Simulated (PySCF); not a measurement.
**UMP2/ANO-RCC-MB (sfX2C) run of GeNH2F2 (SMILES [NH2][Ge]([F])[F])**

What is the vertical doublet–quartet gap of GeNH2F2 at UMP2/ANO-RCC-MB (sfX2C)? The job is set up through a Python script.

The results are computed with PySCF 2.14.0.

2 further runs of the same task are left out: 1 that didn't finish, 1 set aside as unsound or not needed.

### 1 Starting point

The species is GeNH2F2 (6 atoms), meant as a doublet with charge 0. SMILES: `[NH2][Ge]([F])[F]`. The coordinates come from a PBE0-D4/def2-TZVP relaxation. This is one conformer, not always the lowest.

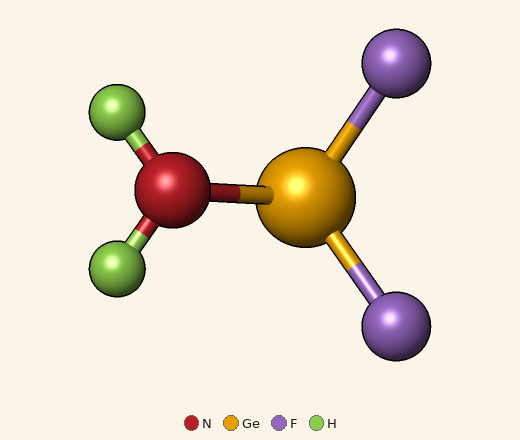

Viewed from a chosen angle; nitrogen red, germanium amber, fluorine purple, hydrogen green.

### 2 The energy at UMP2/ANO-RCC-MB (sfX2C)

File geometry.xyz:

```xyz
6
F2GeH2N
N     -0.210000     0.851700    -0.337900
Ge    -0.063300    -0.777400     0.494800
F      1.530800    -0.792600     1.183100
F     -0.040400    -1.943900    -0.791100
H     -0.118800     1.641600     0.290300
H     -1.056300     0.956600    -0.885200
```

File input.py:

```python
# [NH2][Ge]([F])[F]
from pyscf import gto, mp

mol = gto.Mole()
mol.atom = 'geometry.xyz'
mol.charge = 0
mol.verbose = 3
mol.max_memory = 1860
mol.spin = 1
mol.basis = 'ano-rcc-mb'
mol.build()

hf = mol.UHF()
hf = hf.sfx2c1e()
hf.conv_tol = 1e-10
hf.kernel()
if not hf.converged:
    hf = hf.newton().run(hf.mo_coeff, hf.mo_occ)

pt = mp.MP2(hf, frozen=12).run()
energy = pt.e_tot
print(f'total energy: {energy:.8f} hartree')
```

On the command line:

```bash
$ OMP_NUM_THREADS=1 python input.py
```

Standard output:

```text
converged SCF energy = -2351.68296405186  <S^2> = 0.77804155  2S+1 = 2.0278477
E(UMP2) = -2351.79203527283  E_corr = -0.109071220964834
E(SCS-UMP2) = -2351.79519119571  E_corr = -0.112227143847212
total energy: -2351.79203527 hartree
```

It took 5.1 s on 1 thread of Arm Neoverse V2, shared host; peak memory 0.16 GiB.

### 3 The quartet at the same level

File mol.xyz:

```xyz
6

N     -0.210000     0.851700    -0.337900
Ge    -0.063300    -0.777400     0.494800
F      1.530800    -0.792600     1.183100
F     -0.040400    -1.943900    -0.791100
H     -0.118800     1.641600     0.290300
H     -1.056300     0.956600    -0.885200
```

File run.py:

```python
from pyscf import gto, scf, mp

system = gto.Mole()
system.atom = 'mol.xyz'
system.spin = 3
system.charge = 0
system.max_memory = 1860
system.basis = 'ano-rcc-mb'
system.verbose = 4
system.build()

mf = scf.UHF(system)
mf = mf.x2c()
mf.conv_tol = 1e-10
mf.kernel()
if not mf.converged:
    mf = mf.newton().run(mf.mo_coeff, mf.mo_occ)

pt = mp.MP2(mf, frozen=12).run()
e_tot = pt.e_tot
print('E = %.10f Eh' % e_tot)
```

On the command line:

```bash
$ OMP_NUM_THREADS=1 python run.py
```

Standard output:

```text
PySCF version 2.14.0

[INPUT] num. atoms = 6
[INPUT] num. electrons = 59
[INPUT] charge = 0
[INPUT] spin (= nelec alpha-beta = 2S) = 3
[INPUT] symmetry False subgroup None
[INPUT] Mole.unit = angstrom
[INPUT] Symbol           X                Y                Z      unit          X                Y                Z       unit  Magmom
[INPUT]  1 N     -0.210000000000   0.851700000000  -0.337900000000 AA   -0.396842486159   1.609479740292  -0.638538457491 Bohr   0.0
[INPUT]  2 Ge    -0.063300000000  -0.777400000000   0.494800000000 AA   -0.119619663685  -1.469073089237   0.935036486435 Bohr   0.0
[INPUT]  3 F      1.530800000000  -0.792600000000   1.183100000000 AA    2.892792751484  -1.497796926330   2.235734977973 Bohr   0.0
[INPUT]  4 F     -0.040400000000  -1.943900000000  -0.791100000000 AA   -0.076344935432  -3.673438613542  -1.494962337143 Bohr   0.0
[INPUT]  5 H     -0.118800000000   1.641600000000   0.290300000000 AA   -0.224499463598   3.102174406086   0.548587493961 Bohr   0.0
[INPUT]  6 H     -1.056300000000   0.956600000000  -0.885200000000 AA   -1.996117705378   1.807712010759  -1.672785565465 Bohr   0.0

nuclear repulsion = 306.301302969923
number of shells = 11
number of NR pGTOs = 265
number of NR cGTOs = 35
basis = ano-rcc-mb
ecp = {}

******** <class 'pyscf.x2c.sfx2c1e.sfX2C1eUHF'> ********
method = sfX2C1eUHF
initial guess = minao
damping factor = 0
level_shift factor = 0
DIIS = <class 'pyscf.scf.diis.CDIIS'>
diis_start_cycle = 1
diis_space = 8
diis_damp = 0
SCF conv_tol = 1e-10
SCF conv_tol_grad = None
SCF max_cycles = 50
direct_scf = True
direct_scf_tol = 1e-13
number electrons alpha = 31  beta = 28

******** <class 'pyscf.x2c.sfx2c1e.SpinFreeX2CHelper'> ********
approx = 1e
xuncontract = 1
Set gradient conv threshold to 1e-05
init E= -2351.91490885255
[... the frontier-level lines of each cycle are left out ...]

[... 5 lines left out ...]
[... 5 lines left out ...]
[... 38 lines left out ...]
[... 5 lines left out ...]
[... 5 lines left out ...]

cycle= 36 E= -2351.35523998658  delta_E= 2.59e-07  |g|= 0.000129  |ddm|= 0.00554


cycle= 37 E= -2351.355239954  delta_E= 3.26e-08  |g|= 7.73e-05  |ddm|= 0.00265


cycle= 38 E= -2351.35523991318  delta_E= 4.08e-08  |g|= 3.78e-05  |ddm|= 0.00241


cycle= 39 E= -2351.35523990265  delta_E= 1.05e-08  |g|= 1.53e-05  |ddm|= 0.00148


cycle= 40 E= -2351.35523990298  delta_E= -3.3e-10  |g|= 9.96e-06  |ddm|= 0.000346


cycle= 41 E= -2351.35523990341  delta_E= -4.27e-10  |g|= 7.07e-06  |ddm|= 0.000199


cycle= 42 E= -2351.35523990338  delta_E= 2.64e-11  |g|= 5.34e-06  |ddm|= 8.03e-05


Extra cycle  E= -2351.35523990353  delta_E= -1.5e-10  |g|= 5.3e-06  |ddm|= 4.3e-05
converged SCF energy = -2351.35523990353  <S^2> = 3.795357  2S+1 = 4.0226146

******** <class 'pyscf.mp.ump2.UMP2'> ********
nocc = (np.int64(19), np.int64(16)), nmo = (23, 23)
frozen orbitals 12
E(UMP2) = -2351.44132226929  E_corr = -0.0860823657601582
E(SCS-UMP2) = -2351.4434891991  E_corr = -0.0882492955673119
E_corr(same-spin) = -0.0173648577056283
E_corr(oppo-spin) = -0.0687175080545299
E = -2351.4413222693 Eh
```

Run time: 5.1 s. Hardware: 1 thread of Arm Neoverse V2, shared host; peak memory 0.15 GiB.

### 4 Outcome

Level: UMP2/ANO-RCC-MB (sfX2C), 12 core orbitals frozen.

| quantity | value |
| --- | --- |
| doublet: total energy | -2351.79204 Eh |
| doublet: dipole moment (Hartree–Fock density) | 4.52 D |
| doublet: HOMO energy (Hartree–Fock orbitals) (highest over α and β) | -10.51 eV |
| doublet: LUMO energy (Hartree–Fock orbitals) (lowest over α and β) | -0.01 eV |
| doublet: correlation energy (12 core orbitals frozen) | -109.1 mEh |
| doublet: ⟨S²⟩ of the reference determinant | 0.778 |
| quartet: total energy | -2351.44132 Eh |
| quartet: dipole moment (Hartree–Fock density) | 9.26 D |
| quartet: HOMO energy (Hartree–Fock orbitals) (highest over α and β) | -1.38 eV |
| quartet: correlation energy (12 core orbitals frozen) | -86.1 mEh |
| quartet: ⟨S²⟩ of the reference determinant | 3.795 |
| vertical energy of the quartet above the doublet | 9.543 eV |

At this shape the quartet lies 9.54 eV (220 kcal/mol) above the doublet. In a minimal basis such a difference can be off by several eV, whatever the method.
